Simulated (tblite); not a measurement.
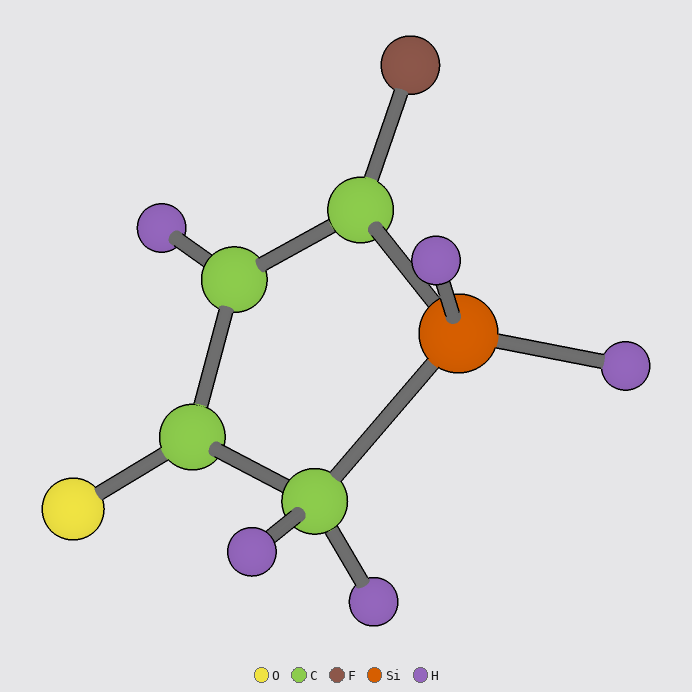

Source: calculation with tblite.

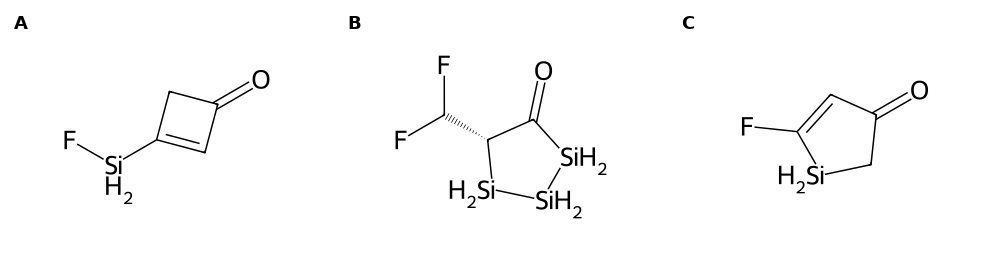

The first picture shows one of the molecules drawn in the second. Which?

C, `O=C1C=C(F)[SiH2]C1`.
